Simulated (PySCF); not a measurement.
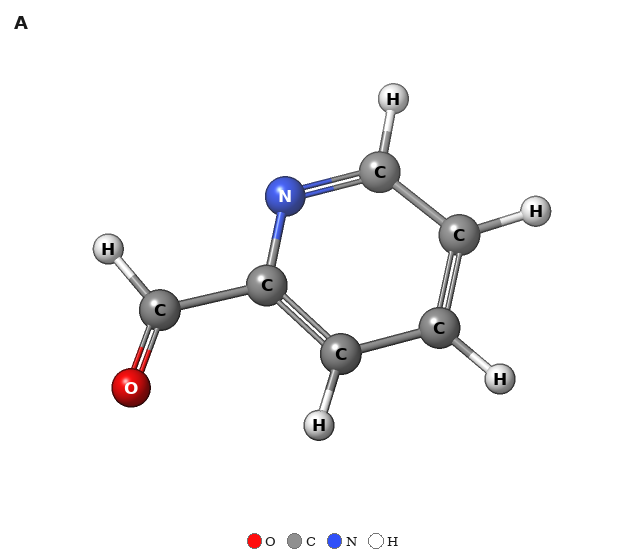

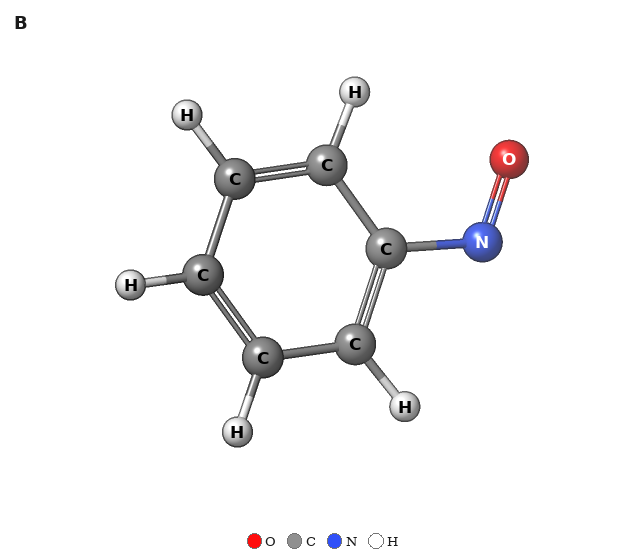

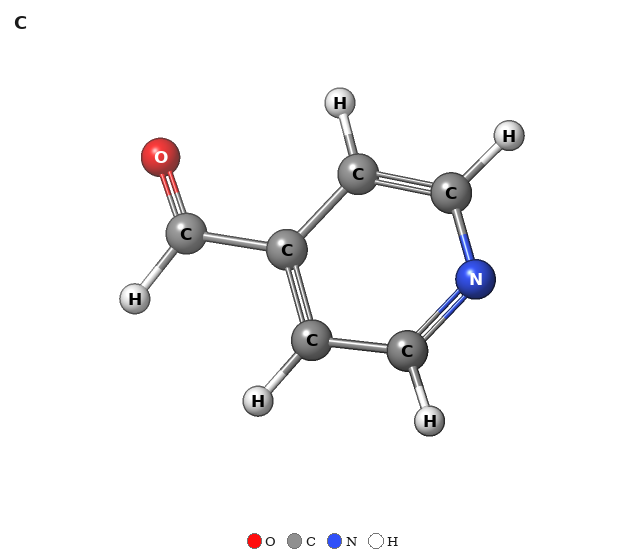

3 stationary structures of one formula. Geometries: PBE0-D3(BJ)/def2-SVP. Electronic energies: PBE0/pcSseg-1 (PySCF 2.14.0), without zero-point energy. No frequency run is at hand to confirm each as a minimum. Each is one conformer, not always the lowest.

### Are they conformers, stereoisomers or constitutional isomers?

They are constitutional isomers of C6H5NO: A `O=Cc1ccccn1`, B `O=Nc1ccccc1`, C `O=Cc1ccncc1`.

### Rank them by energy, lowest first.

A is lowest; C lies 2.4 kcal/mol above it, B lies 43.5 kcal/mol above it.
